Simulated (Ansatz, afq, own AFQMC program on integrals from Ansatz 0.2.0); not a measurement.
**InO2 (quartet): quantum Monte Carlo beside coupled cluster at distance In1–O2 = 5.620 Å, def2-SVP**

Aim: compute InO2 (quartet) with auxiliary-field quantum Monte Carlo on the same integrals as coupled cluster, and set the energies side by side.

The runs use Ansatz 0.2.0, Gaussian basis, and an in-house AFQMC program (afq) on its integrals; all values are calculated; def2-SVP, frozen cores.

The runs, in order: PBE (unrestricted); r2SCAN (unrestricted); CCSD(T) on UHF; PBE0 (unrestricted); B3LYP (unrestricted); wB97M-V (unrestricted); B2PLYP (unrestricted); CCSDT(Q) on UHF; Phaseless AFQMC, CISD trial on UHF.

10 further runs of the same task are left out: 2 that didn't finish, 8 set aside as unsound or not needed.

**1. The system**

The geometry derives from a PBE0/def2-TZVP stationary point (not a proven minimum). One bond is set to the value named and the two fragments are kept rigid. No spin-orbit coupling is included. Elements past krypton take def2 core potentials.

3 atoms, charge 0, spin multiplicity 4.

Atoms are counted from 1 here; the program's logs count them from 0.

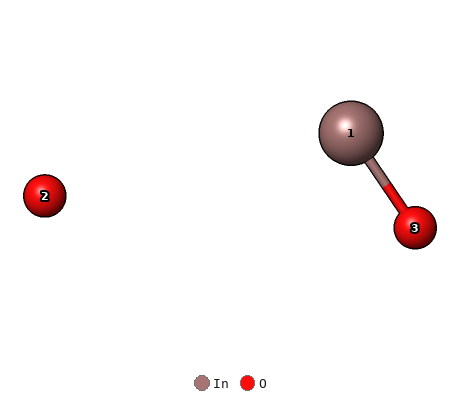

The structure; indium brown, oxygen red; atoms are numbered from 1 in the order of the file.

Coordinates:

```xyz
3
charge 0, multiplicity 4
In    0.00000   -0.46388    0.32329
O     0.00000    2.65322   -4.35305
O     0.00000    0.67577    2.03301
```

**2. PBE (unrestricted)**

The input, in.yaml:

```yaml
crystal:
  periodic: [false, false, false]
  atoms:
    - {symbol: In, position_ang: [0.000000, -0.463879, 0.323288]}
    - {symbol: O, position_ang: [0.000000, 2.653216, -4.353048]}
    - {symbol: O, position_ang: [0.000000, 0.675766, 2.033009]}
basis:
  gaussian: {orbitals: def2-SVP}
magnetization: {spin_polarized: true, initial_magnetization: 3}
hamiltonian: {xc: {name: PBE}}
output: {orbitals: {seedname: orbitals}}
```

Run with:

```sh
$ ansatz run in.yaml --threads 1 --pin off --events-out ev --progress --plain --max-ram 5632MiB --backend cpu
```

The log of the run:

```text
Functional definition: PBE
  name "PBE"
  cite "Perdew, Burke & Ernzerhof, Phys. Rev. Lett. 77, 3865 (1996) doi:10.1103/PhysRevLett.77.3865"
  parent pbe
  parameter kappa = 0.804
  parameter beta = 0.06672455060314922
  exchange = pbe_x(kappa = kappa, mu = beta*pi^2/3)
  correlation = pbe_c(beta = beta)
602 factors; their error is unknown
mean field evaluation 1: about -9237.9910 eV, gradient 5.6e1 eV
mean field evaluation 2: about -8986.8612 eV, gradient 1.4e2 eV
mean field evaluation 4: about -9170.0658 eV, gradient 1.1e2 eV
mean field evaluation 8: about -9245.0401 eV, gradient 4.2e1 eV
mean field evaluation 16: about -9254.0752 eV, gradient 9.1e-2 eV
mean field evaluation 32: about -9254.0757 eV, gradient 2.6e-2 eV
mean field evaluation 64: about -9254.0785 eV, gradient 1.8e-3 eV
mean field evaluation 96: about -9254.0785 eV, gradient 3.0e-3 eV
mean field evaluation 128: about -9254.0648 eV, gradient 3.8e-1 eV
mean field evaluation 160: about -9254.0757 eV, gradient 3.6e-4 eV
mean field evaluation 192: about -9254.0725 eV, gradient 5.7e-1 eV
mean field evaluation 224: about -9254.0602 eV, gradient 1.6e-1 eV
mean field evaluation 256: about -9253.3485 eV, gradient 9.7e0 eV
mean field evaluation 288: about -9254.0750 eV, gradient 3.9e-2 eV
mean field evaluation 320: about -9253.9404 eV, gradient 9.9e-1 eV
mean field evaluation 352: about -9254.0656 eV, gradient 7.0e-1 eV
mean field -9254.07849857 eV, -340.0811121829 hartree, gradient 5.3e-6 eV, S^2 3.763144; 18 other end points of the search recorded, 0 dependent functions left out
reference -9254.07853705 eV, -340.0811135970 hartree; 20, 17 occupied and 34, 37 virtual orbitals, 602 factors
Total energy: -9254.07853705 eV, -340.0811135970 hartree
```

Wall time 35 s (1 thread of AMD EPYC 7R13 (Zen 3), shared host); peak memory 1.6 GiB.

From the report: ⟨S²⟩ of the determinant 3.763 (pure quartet: 3.75).

**3. r2SCAN (unrestricted)**

Changes to in.yaml since step 2:

```diff
@@ -9,3 +9,2 @@
 magnetization: {spin_polarized: true, initial_magnetization: 3}
-hamiltonian: {xc: {name: PBE}}
-output: {orbitals: {seedname: orbitals}}
+hamiltonian: {xc: {name: r2SCAN}}
```

Same command.

The log of the run, cut to the lines that bear on the results:

```text
Functional definition: r2SCAN
  name "r2SCAN"
  cite "Furness, Kaplan, Ning, Perdew & Sun, J. Phys. Chem. Lett. 11, 8208 (2020) doi:10.1021/acs.jpclett.0c02405"
  cite "Furness, Kaplan, Ning, Perdew & Sun, J. Phys. Chem. Lett. 11, 9248 (2020) doi:10.1021/acs.jpclett.0c03077"
  parent r2scan
[...]
602 factors; their error is unknown
[...]
mean field -9258.21513539 eV, -340.2331307818 hartree, gradient 9.1e-6 eV, S^2 3.764452; 4 other end points of the search recorded, 0 dependent functions left out
reference -9258.21515131 eV, -340.2331313669 hartree; 20, 17 occupied and 34, 37 virtual orbitals, 602 factors
Total energy: -9258.21515131 eV, -340.2331313669 hartree
```

Run time: 60 s. Hardware: 1 thread of AMD EPYC 7R13 (Zen 3), shared host; peak memory 1.6 GiB.

From the report: ⟨S²⟩ of the determinant 3.764 (pure quartet: 3.75).

**4. CCSD(T) on UHF**

Changes to in.yaml since step 3:

```diff
@@ -9,2 +9,2 @@
 magnetization: {spin_polarized: true, initial_magnetization: 3}
-hamiltonian: {xc: {name: r2SCAN}}
+correlation: {method: ccsd_t, electrons: outside_noble_gas, hamiltonian_folder: ham}
```

Run with:

```sh
$ ansatz run in.yaml --threads 1 --pin off --events-out ev --progress --plain --max-ram 16896MiB --backend cuda --devices 0, --max-vram 18GiB
```

The log of the run, cut to the lines that bear on the results:

```text
Functional definition: HF
  name "HF"
  cite "Fock, Z. Phys. 61, 126 (1930) doi:10.1007/BF01340294"
  parent pbe
[...]
591 factors; integrals over basis functions are off by at most 2.4e-4 eV
[...]
mean field -9216.61460120 eV, -338.7043393483 hartree, gradient 5.8e-9 eV, S^2 3.764671; 55 other end points of the search recorded, 0 dependent functions left out
determinant -9216.61460120 eV, -338.7043393483 hartree, with singles and doubles -9225.23148051 eV, -339.0210038221 hartree
determinant -9216.61458658 eV, -338.7043388109 hartree, with singles and doubles -9225.23147480 eV, -339.0210036125 hartree
determinant -9216.61403730 eV, -338.7043186254 hartree, with singles and doubles -9225.23076779 eV, -339.0209776303 hartree
determinant -9216.61402351 eV, -338.7043181187 hartree, with singles and doubles -9225.23074203 eV, -339.0209766837 hartree
[...]
determinant -9216.60681933 eV, -338.7040533700 hartree, with singles and doubles -9225.22723957 eV, -339.0208479707 hartree
determinant -9216.08044677 eV, -338.6847095350 hartree, with singles and doubles -9225.02660494 eV, -339.0134747838 hartree
determinant -9216.07238024 eV, -338.6844130955 hartree, with singles and doubles -9225.01828833 eV, -339.0131691540 hartree
determinant -9216.07125704 eV, -338.6843718188 hartree, with singles and doubles -9225.01734098 eV, -339.0131343397 hartree
11 core orbitals not correlated, not the lowest: weight in the atoms' cores, before any rotation towards them, 0.648 or more for the frozen orbitals, at most 0.347 for the correlated occupied ones
reference -9216.61460120 eV, -338.7043393483 hartree; 9, 6 occupied and 34, 37 virtual orbitals, 591 factors
second order -7.63451229 eV of doubles, -0.00000000 eV of singles
cycle   1  -8.62005711 eV  change   -5.3e-6 eV  update   4.8e-6
perturbative correction -0.14071852 eV, -0.0051713103 hartree
Total energy: -9225.37537683 eV, -339.0262919146 hartree
```

It took 97 s on 1 × NVIDIA H100 80GB HBM3 with 1 thread of AMD EPYC 7R13 (Zen 3), shared host; peak host memory 1.6 GiB.

From the report: ⟨S²⟩ of the determinant 3.765 (pure quartet: 3.75); correlation -8.7608 eV; T1 0.018; largest double amplitude 0.08.

This run also writes the integrals to the folder ham.

**5. PBE0 (unrestricted)**

Changes to in.yaml since step 4:

```diff
@@ -9,2 +9,3 @@
 magnetization: {spin_polarized: true, initial_magnetization: 3}
-correlation: {method: ccsd_t, electrons: outside_noble_gas, hamiltonian_folder: ham}
+hamiltonian: {xc: {name: PBE0}}
+output: {orbitals: {seedname: orbitals}}
```

Run with:

```sh
$ ansatz run in.yaml --threads 1 --pin off --events-out ev --progress --plain --max-ram 5632MiB --backend cpu
```

The log of the run, cut to the lines that bear on the results:

```text
Functional definition: PBE0
  name "PBE0"
  cite "Adamo & Barone, J. Chem. Phys. 110, 6158 (1999) doi:10.1063/1.478522"
  cite "Perdew, Burke & Ernzerhof, Phys. Rev. Lett. 77, 3865 (1996) doi:10.1103/PhysRevLett.77.3865"
  parent pbe
[...]
591 factors; integrals over basis functions are off by at most 2.4e-4 eV
[...]
mean field -9254.08160361 eV, -340.0812262908 hartree, gradient 6.3e-6 eV, S^2 3.757771; 4 other end points of the search recorded, 0 dependent functions left out
reference -9254.08163161 eV, -340.0812273200 hartree; 20, 17 occupied and 34, 37 virtual orbitals, 591 factors
Total energy: -9254.08163161 eV, -340.0812273200 hartree
```

Wall time 9 s (1 thread of AMD EPYC 7R13 (Zen 3), shared host); peak memory 1.6 GiB.

From the report: ⟨S²⟩ of the determinant 3.758 (pure quartet: 3.75).

**6. B3LYP (unrestricted)**

Changes to in.yaml since step 5:

```diff
@@ -9,3 +9,2 @@
 magnetization: {spin_polarized: true, initial_magnetization: 3}
-hamiltonian: {xc: {name: PBE0}}
-output: {orbitals: {seedname: orbitals}}
+hamiltonian: {xc: {name: B3LYP}}
```

Same command.

The log of the run, cut to the lines that bear on the results:

```text
Functional definition: B3LYP
  name "B3LYP"
  cite "Stephens, Devlin, Chabalowski & Frisch, J. Phys. Chem. 98, 11623 (1994) doi:10.1021/j100096a001"
  cite "Becke, Phys. Rev. A 38, 3098 (1988) doi:10.1103/PhysRevA.38.3098"
  cite "Lee, Yang & Parr, Phys. Rev. B 37, 785 (1988) doi:10.1103/PhysRevB.37.785"
  cite "Vosko, Wilk & Nusair, Can. J. Phys. 58, 1200 (1980) doi:10.1139/p80-159"
[...]
591 factors; integrals over basis functions are off by at most 2.4e-4 eV
[...]
mean field -9260.26635771 eV, -340.3085118120 hartree, gradient 4.7e-6 eV, S^2 3.757770; 9 other end points of the search recorded, 0 dependent functions left out
reference -9260.26658380 eV, -340.3085201204 hartree; 20, 17 occupied and 34, 37 virtual orbitals, 591 factors
Total energy: -9260.26658380 eV, -340.3085201204 hartree
```

Wall time 19 s (1 thread of AMD EPYC 7R13 (Zen 3), shared host); peak memory 1.6 GiB.

From the report: ⟨S²⟩ of the determinant 3.758 (pure quartet: 3.75).

**7. wB97M-V (unrestricted)**

Changes to in.yaml since step 6:

```diff
@@ -9,2 +9,3 @@
 magnetization: {spin_polarized: true, initial_magnetization: 3}
-hamiltonian: {xc: {name: B3LYP}}
+hamiltonian: {xc: {name: wB97M-V}}
+output: {orbitals: {seedname: orbitals}}
```

Launched as before.

The log of the run, cut to the lines that bear on the results:

```text
Functional definition: wB97M-V
  name "wB97M-V"
  cite "Mardirossian & Head-Gordon, J. Chem. Phys. 144, 214110 (2016) doi:10.1063/1.4952647"
  cite "Becke, J. Chem. Phys. 107, 8554 (1997) doi:10.1063/1.475007"
  cite "Vydrov & Van Voorhis, J. Chem. Phys. 133, 244103 (2010) doi:10.1063/1.3521275"
  # Of w^i u^j: cxij and so on, Table III.
[...]
  gx(w, u) = 1 - cx + cx01*u + cx10*w
  gss(w, u) = css00 + css04*u^4 + css10*w + css20*w^2 + css43*w^4*u^3
  gos(w, u) = cos00 + cos10*w + (cos20 + cos21*u)*w^2 + (cos60 + cos61*u)*w^6
[...]
      + integral(e_c_pw_mod_opposite_spin*gos(b97_w_opposite, b97_u_opposite)) + vv10(b, c)
591 factors; integrals over basis functions are off by at most 2.4e-4 eV
130 factors; integrals over basis functions are off by at most 1.4e-4 eV
[...]
mean field -9255.73426879 eV, -340.1419606161 hartree, gradient 7.3e-6 eV, S^2 3.758597; 4 other end points of the search recorded, 0 dependent functions left out
reference -9255.73431176 eV, -340.1419621950 hartree; 20, 17 occupied and 34, 37 virtual orbitals, 591 factors
Total energy: -9255.73431176 eV, -340.1419621950 hartree
```

Wall time 60 s (1 thread of AMD EPYC 7R13 (Zen 3), shared host); peak memory 1.6 GiB.

From the report: ⟨S²⟩ of the determinant 3.759 (pure quartet: 3.75).

**8. B2PLYP (unrestricted)**

Changes to in.yaml since step 7:

```diff
@@ -9,3 +9,3 @@
 magnetization: {spin_polarized: true, initial_magnetization: 3}
-hamiltonian: {xc: {name: wB97M-V}}
-output: {orbitals: {seedname: orbitals}}
+hamiltonian: {xc: {name: B2PLYP}}
+correlation: {electrons: outside_noble_gas}
```

Same command.

The log of the run, cut to the lines that bear on the results:

```text
Functional definition: B2PLYP
  name "B2PLYP"
  cite "Grimme, J. Chem. Phys. 124, 034108 (2006) doi:10.1063/1.2148954"
  cite "Becke, Phys. Rev. A 38, 3098 (1988) doi:10.1103/PhysRevA.38.3098"
  cite "Lee, Yang & Parr, Phys. Rev. B 37, 785 (1988) doi:10.1103/PhysRevB.37.785"
[...]
591 factors; integrals over basis functions are off by at most 2.4e-4 eV
[...]
mean field -9244.87830822 eV, -339.7430114235 hartree, gradient 2.7e-10 eV, S^2 3.759670; 6 other end points of the search recorded, 0 dependent functions left out
11 core orbitals not correlated, not the lowest: weight in the atoms' cores, before any rotation towards them, 0.696 or more for the frozen orbitals, at most 0.299 for the correlated occupied ones
reference -9244.87845079 eV, -339.7430166630 hartree; 9, 6 occupied and 34, 37 virtual orbitals, 591 factors
second order -9.35660004 eV of doubles, -0.00000000 eV of singles
Total energy: -9247.40473280 eV, -339.8358558145 hartree
```

It took 21 s on 1 thread of AMD EPYC 7R13 (Zen 3), shared host; peak memory 1.6 GiB.

From the report: ⟨S²⟩ of the determinant 3.760 (pure quartet: 3.75).

**9. CCSDT(Q) on UHF**

Changes to in.yaml since step 8:

```diff
@@ -9,3 +9,2 @@
 magnetization: {spin_polarized: true, initial_magnetization: 3}
-hamiltonian: {xc: {name: B2PLYP}}
-correlation: {electrons: outside_noble_gas}
+correlation: {method: ccsdt_q, electrons: outside_noble_gas}
```

Run with:

```sh
$ ansatz run in.yaml --threads 1 --pin off --events-out ev --progress --plain --max-ram 16896MiB --backend cuda --devices 0, --max-vram 18GiB
```

The log of the run, cut to the lines that bear on the results:

```text
Functional definition: HF
  name "HF"
  cite "Fock, Z. Phys. 61, 126 (1930) doi:10.1007/BF01340294"
  parent pbe
[...]
1001 factors; integrals over basis functions are off by at most 1.1e-7 eV
[...]
mean field -9216.61479572 eV, -338.7043464968 hartree, gradient 5.8e-9 eV, S^2 3.764670; 56 other end points of the search recorded, 0 dependent functions left out
determinant -9216.61479572 eV, -338.7043464968 hartree, with singles and doubles -9225.23169602 eV, -339.0210117421 hartree
determinant -9216.61478109 eV, -338.7043459593 hartree, with singles and doubles -9225.23169024 eV, -339.0210115295 hartree
determinant -9216.61423245 eV, -338.7043257971 hartree, with singles and doubles -9225.23098436 eV, -339.0209855893 hartree
determinant -9216.61421866 eV, -338.7043252903 hartree, with singles and doubles -9225.23095874 eV, -339.0209846476 hartree
[...]
determinant -9216.08064660 eV, -338.6847168789 hartree, with singles and doubles -9225.02682379 eV, -339.0134828267 hartree
determinant -9216.07257864 eV, -338.6844203868 hartree, with singles and doubles -9225.01850443 eV, -339.0131770958 hartree
determinant -9216.07145544 eV, -338.6843791098 hartree, with singles and doubles -9225.01747351 eV, -339.0131392099 hartree
11 core orbitals not correlated, not the lowest: weight in the atoms' cores, before any rotation towards them, 0.648 or more for the frozen orbitals, at most 0.347 for the correlated occupied ones
reference -9216.61479572 eV, -338.7043464968 hartree; 9, 6 occupied and 34, 37 virtual orbitals, 1001 factors
second order -7.63454812 eV of doubles, -0.00000000 eV of singles
cycle   1  -8.27420521 eV  change   -6.4e-1 eV  update   9.5e-2
[...]
cycle  83  -8.78393966 eV  change   -1.6e-8 eV  update   1.9e-6
perturbative correction -0.01762755 eV, -0.0006478007 hartree
Total energy: -9225.41636293 eV, -339.0277981261 hartree
```

Run time: 2 min. Hardware: 1 × NVIDIA H100 80GB HBM3 with 1 thread of AMD EPYC 7R13 (Zen 3), shared host; peak host memory 1.6 GiB.

From the report: ⟨S²⟩ of the determinant 3.765 (pure quartet: 3.75); correlation -8.8016 eV; T1 0.019; largest double amplitude 0.09.

**10. Phaseless AFQMC, CISD trial on UHF**

It reads the integrals that the CCSD(T) run on this determinant wrote.

Run with:

```sh
$ afq ham --method phaseless --trial cisd --walkers 4000 --populations 20 --least-time 60 --time-step 0.005 --steps-per-block 50 --equilibration-blocks 40 --max-blocks 4000 --target-error 0.00046 --factor-cut 1e-05 --start spin_pure --seed 3805 --release-times 0.24,0.51,0.99,1.5 --release-step 0.03 --release-every 4 --taylor-order 6
```

The log of the run:

```text
orbitals 43  electrons 9 6  factors 293 of 591
reference energy -338.70433935 Eh
CCSD correlation -0.31678129 Eh in 22 cycles, weight of the determinant in the CISD state 0.8757
energy of the start -339.020809 Eh
 block  time / (1/Eh)  mean weight  energy / Eh
     1     0.250  1.0000  -339.016579
     2     0.500  1.0002  -339.019371
     3     0.750  1.0001  -339.021620
     4     1.000  0.9996  -339.022567
     5     1.250  1.0001  -339.023985
     6     1.500  0.9999  -339.025526
     7     1.750  1.0001  -339.025945
     8     2.000  0.9998  -339.026360
     9     2.250  0.9997  -339.026039
    10     2.500  0.9995  -339.026068
    11     2.750  0.9999  -339.026405
    13     3.250  1.0000  -339.026824
    15     3.750  0.9998  -339.026565
    17     4.250  1.0001  -339.027576
    19     4.750  1.0001  -339.027445
    21     5.250  0.9998  -339.027964
    23     5.750  0.9993  -339.027814
    25     6.250  1.0003  -339.026981
    27     6.750  1.0001  -339.026731
    29     7.250  0.9998  -339.027516
    31     7.750  1.0001  -339.027238
    33     8.250  0.9993  -339.027381
    35     8.750  1.0000  -339.027180
    37     9.250  0.9999  -339.026321
    39     9.750  1.0002  -339.026693
    41    10.250  1.0001  -339.026608
    43    10.750  1.0001  -339.027274
    45    11.250  1.0000  -339.026937
    47    11.750  1.0002  -339.028365
    49    12.250  1.0002  -339.026659
    51    12.750  1.0001  -339.026029
    53    13.250  0.9997  -339.027285
    55    13.750  0.9999  -339.027242
    57    14.250  0.9996  -339.025661
    59    14.750  1.0004  -339.026341
    61    15.250  0.9997  -339.026886
    63    15.750  1.0005  -339.026973
    65    16.250  0.9998  -339.027307
    67    16.750  1.0000  -339.027649
    69    17.250  1.0002  -339.025923
    71    17.750  0.9998  -339.025870
    73    18.250  1.0000  -339.026703
    75    18.750  1.0001  -339.026579
    77    19.250  1.0002  -339.026174
    79    19.750  1.0001  -339.026540
    81    20.250  1.0003  -339.026621
    83    20.750  0.9995  -339.026104
    85    21.250  1.0000  -339.026705
    87    21.750  1.0002  -339.026969
    89    22.250  1.0002  -339.026664
    91    22.750  0.9999  -339.027318
error from the spread of 20 populations
released: time / (1/Eh)  energy / Eh  error  mean overlap
  0.24  -339.027428  0.000163  0.9992
  0.51  -339.027613  0.000157  0.9976
  0.99  -339.028709  0.000951  0.9964
  1.50  -339.027742  0.000235  0.9957
energy -339.026859 +/- 0.000185 Eh
```

Run time: 1.7 min. Hardware: 1 × NVIDIA H100 80GB HBM3 with 2 threads of AMD EPYC 7R13 (Zen 3), shared host; peak host memory 1.6 GiB.

Energy -9225.3908 ± 0.0050 eV. Caveats: constraint bias not in the error.

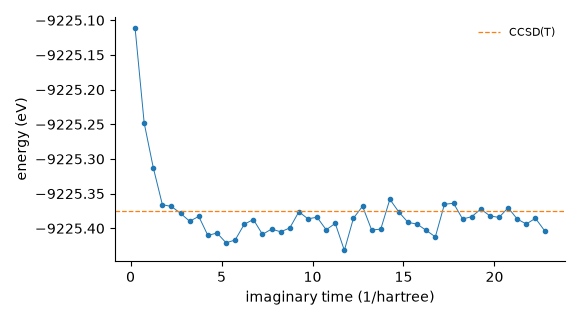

Block energies along the walk.

**11. AFQMC on the ladder**

On the UHF determinant, counted from CCSDT(Q) (a yardstick, not exact):

```csv
level,energy (eV),from CCSDT(Q) (kJ/mol),statistical error (kJ/mol),time
HF,-9216.6146,+849.2,,
MP2,-9224.2491,+112.6,,
CCSD,-9225.2347,+17.5,,
CCSD(T),-9225.3754,+4.0,,
CCSDT(Q),-9225.4164,0.0,,
"Phaseless AFQMC, CISD trial, step 0.005, 4000 walkers",-9225.3908,+2.5,0.5,1.7 min
```

The functionals' totals stand on their own zeros and serve differences with other points: PBE -9254.079 eV; r2SCAN -9258.215 eV; PBE0 -9254.082 eV; B3LYP -9260.267 eV; wB97M-V -9255.734 eV; B2PLYP -9247.405 eV.

**12. What came out**

```
                                        quantity              value
                    CCSD(T) on UHF from CCSDT(Q)        +4.0 kJ/mol
Phaseless AFQMC, CISD trial on UHF from CCSDT(Q)  +2.5 ± 0.5 kJ/mol
```

In words: On UHF the phaseless walk with the CISD trial lies +2.5 kJ/mol from CCSDT(Q), 5 times its error bar. Error bars are statistical and leave out the constraint, the time step and what remains of the start. In carries a core potential, and spin-orbit coupling is left out.
